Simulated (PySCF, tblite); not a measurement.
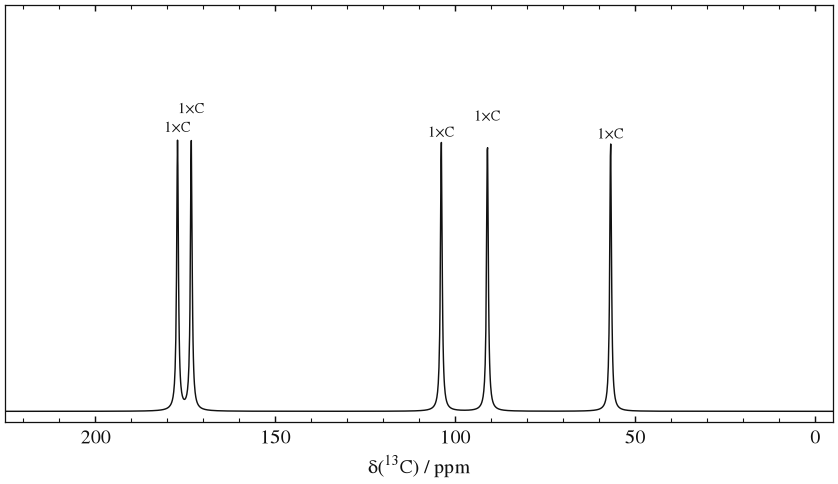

GIAO shifts, PBE0/pcSseg-1 in PySCF 2.14.0, at a GFN2-xTB geometry (a minimum by its frequencies), against TMS for ¹³C computed at the same level. Gas phase, fully decoupled, line heights follow the number of nuclei, widths are arbitrary (no quadrupolar broadening); values of one conformer, averaged over methyl-type rotors and exact or near symmetry; other conformers aren't averaged in.

Which molecule was computed?
A. C₅H₇FO₂Si, SMILES O=C(O)[C@@H]1C=C(F)C[SiH2]1
B. C₅H₇FO₂Si, SMILES COC1=C[Si@@H](O)C=C1F
C. C₅H₇FO₂Si, SMILES C[C@@]1(F)C=CO[SiH2]C1=O

Option B. Its ¹³C signals: 177.2 (1 C), 173.3 (1 C), 103.8 (1 C), 91.0 (1 C), 56.8 (1 C) ppm.

Known limits of this run: the tight-binding geometry is rougher than a DFT one and adds to the error.
